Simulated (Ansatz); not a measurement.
The calculation's input:

```
crystal:
  periodic: [false, false, false]
  atoms:
    - {symbol: B, position_ang: [-0.561884, -0.931288, 0.349904]}
    - {symbol: F, position_ang: [0.300732, -1.533244, -2.198679]}
    - {symbol: F, position_ang: [-1.829764, -1.047247, 0.717523]}
    - {symbol: Si, position_ang: [-0.036941, -0.079082, -1.494221]}
    - {symbol: H, position_ang: [0.266408, -1.324678, 1.156002]}
basis:
  gaussian:
    orbitals: def2-TZVPD
hamiltonian:
  xc: pbe0
output:
  forces: true
  orbitals: {seedname: orbitals}
```

Launched as:

```sh
ansatz run input.yaml --threads 1 --pin off --max-ram 2610MiB --events-out events.jsonl --progress --plain --runs-dir runs
```

Geometry: PBE0-D3(BJ)/def2-SVP.

The calculation used Ansatz, isolated molecule in a Gaussian basis; Kohn-Sham density functional theory, functional PBE0.

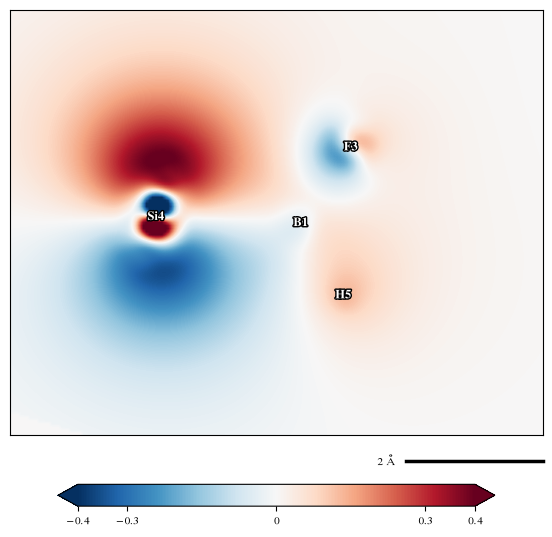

BF₂HSi. The LUMO on the plane of atoms F3, B1 and Si4 (values in Å⁻³ᐟ²; the overall sign is arbitrary).

**Describe this orbital and give its energy.**

Its weight (Hirshfeld) is mainly on Si4 (about 80 %), B1 (about 10 %) and F2 (about 5 %). Its energy is −2.92 eV.
